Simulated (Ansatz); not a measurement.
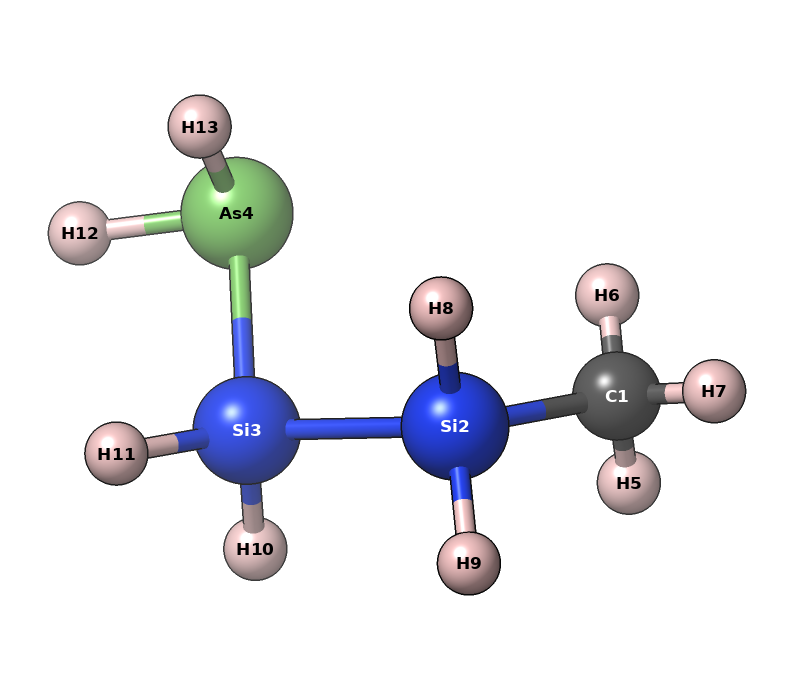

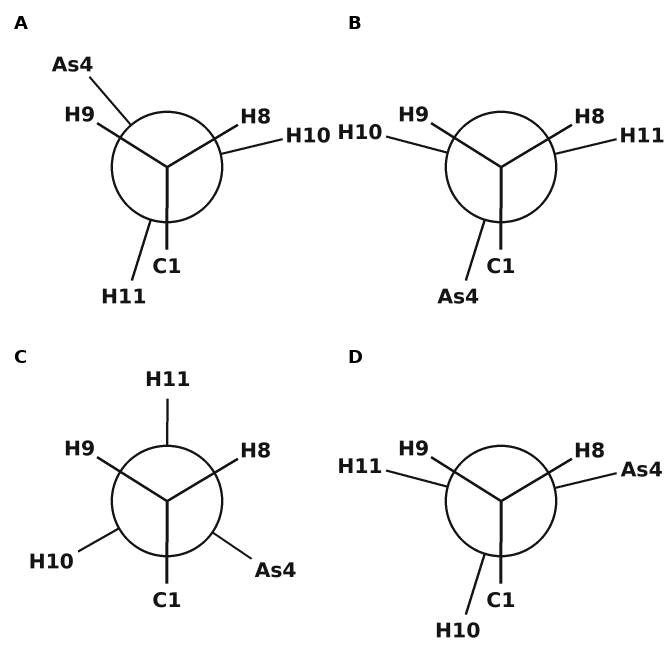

Depth is shown by fading: the farther an atom, the more it takes the colour of the background. Bonds that would overlap in a projection are set slightly apart. Computed geometry: PBE0-D4/def2-TZVP optimisation. No frequency run is at hand to confirm it as a minimum.

Q: Which Newman projection shows the view along Si2–Si3, with Si2 in front?

A: C. The torsion angle C1–Si2–Si3–As4 is −56°, synclinal (gauche).
